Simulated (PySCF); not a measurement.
The calculation's input:

```
{"job": {"kind": "nmr", "xc": "PBE0", "basis": "pcSseg-1"}, "charge": 0, "multiplicity": 1}
Si     2.590302    -0.818254    -0.228293
C      1.079767     0.166262    -0.831218
C      0.294292     0.879045     0.278734
C     -0.825839     1.686051    -0.303696
C     -2.023389     1.257679    -0.690375
O     -2.586787     0.024056    -0.702460
C     -2.042469    -1.081998    -0.135501
C     -1.047223    -1.212879     0.734430
C     -0.232266    -0.112451     1.331898
H      3.421566    -1.148134    -1.386951
H      3.356501     0.007080     0.710083
H      2.188075    -2.060490     0.434473
H      1.412842     0.924143    -1.544954
H      0.404659    -0.493551    -1.379766
H      0.979111     1.570080     0.784691
H     -0.635827     2.741669    -0.432179
H     -2.734747     1.955047    -1.117039
H     -2.587861    -1.951045    -0.483377
H     -0.797487    -2.219005     1.034417
H      0.612660    -0.543357     1.872184
H     -0.834803     0.446996     2.054427
```

Command:

```sh
OMP_NUM_THREADS=1 python probes_run.py task.json out
```

Geometry: GFN2-xTB.

Theory: PBE0/pcSseg-1, SCF density, gas phase, non-relativistic (PySCF).

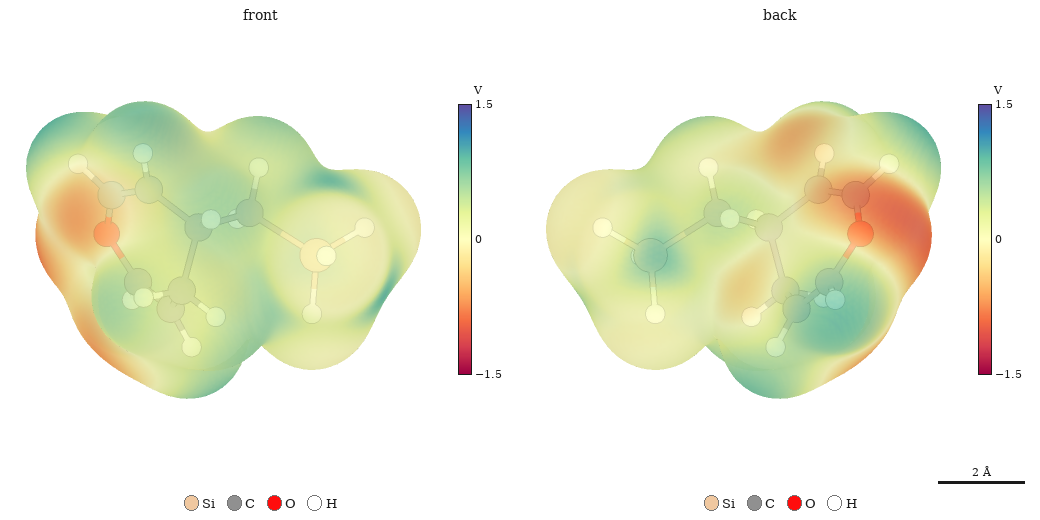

C$_{7}$H$_{12}$OSi. The molecular electrostatic potential painted on the density surface at 0.002 e/bohr³, seen from the front and from behind; the colour scale runs from red (negative) to blue (positive).

Where is the surface potential most negative and most positive?

Answer. The most negative region (about −1.0 V, or −23 kcal/mol for a unit charge) lies over O6, the most positive (about +0.9 V, or +21 kcal/mol for a unit charge) over Si1, H17 and H18.

How polar is the molecule by this calculation?

Answer. Its dipole moment is 0.49 D.
